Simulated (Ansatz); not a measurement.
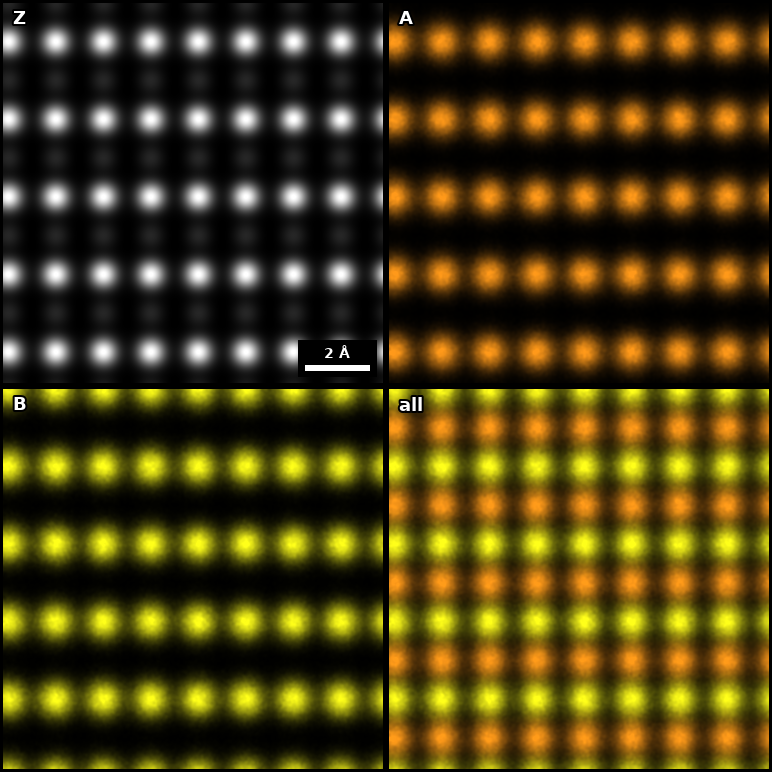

TiN (Fm-3m, No. 225) along [211]. Panel Z: Simulation: incoherent imaging, intensity Z^1.6 per atom, probe width 0.69 Å, thin sample. The probe carries 25 % of its weight in a tail 2.5 times as wide. The other panels are simulated element maps (the number of atoms of one element along the beam, blurred by 0.9 Å, with counting noise; each on its own scale, no channelling); the last overlays them. Model: the geometry given to an electronic-structure calculation, possibly off equilibrium.

```yaml
crystal:
  lattice:
    - [4.24400, 0.00000, 0.00000]
    - [0.00000, 4.24400, 0.00000]
    - [0.00000, 0.00000, 4.24400]
  atoms:
    - { symbol: Ti, position: [0.00000, 0.00000, 0.00000] }
    - { symbol: N, position: [0.50000, 0.00000, 0.00000] }
    - { symbol: Ti, position: [0.00000, 0.50000, 0.50000] }
    - { symbol: N, position: [0.50000, 0.50000, 0.50000] }
    - { symbol: Ti, position: [0.50000, 0.00000, 0.50000] }
    - { symbol: N, position: [0.00000, 0.00000, 0.50000] }
    - { symbol: Ti, position: [0.50000, 0.50000, 0.00000] }
    - { symbol: N, position: [0.00000, 0.50000, 0.00000] }
```

### Which element does each lettered map show?

A: Ti, B: N. The projected cell (1.50 × 2.45 Å, 90°) holds 2 columns: 1 of Ti and 1 of N. No column is shared by two of the mapped elements.
